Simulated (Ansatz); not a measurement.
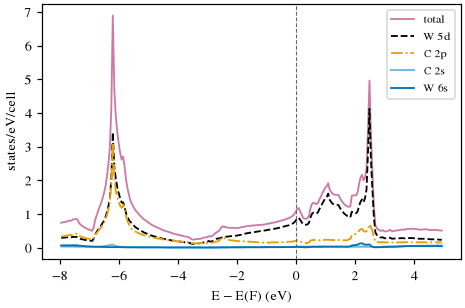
*Total and projected density of states of WC (rock salt, space group No. 225), the program Ansatz at the LDA level (PAW)*

Task: Which orbitals carry the states next to the Fermi level?

Result: Within 0.5 eV of the Fermi level: W 5d 76 %, C 2p 18 %. Projections are on Löwdin-orthogonalised atomic valence shells; empty p or d shells of many metals are not among them.

Task: Where is the tallest occupied peak in this window, and what makes it?

Result: Near -6.2 eV, about 6.9 states/eV per cell; the largest projected share is W 5d.

Space group Fm-3m (rock salt). The workflow started from a Materials Project entry (that database holds measured and hypothetical structures alike); the Crystallography Open Database copy checked does not list it. It is not the phase usual at ambient conditions (space group No. 187). The cell was relaxed with LDA under the symmetry of its start; whether a distortion lowers the energy is not shown. The run is not spin-polarised. Its formation energy is positive at this level, so the cell may be metastable or incomplete. Scalar-relativistic: spin–orbit coupling is off unless named, which matters more the heavier the elements.

Potentials: the earlier of the program's two PAW sets. The files were generated under PBE; for other functionals the program regenerates the frozen cores, and for LDA and PBEsol the local potential too.
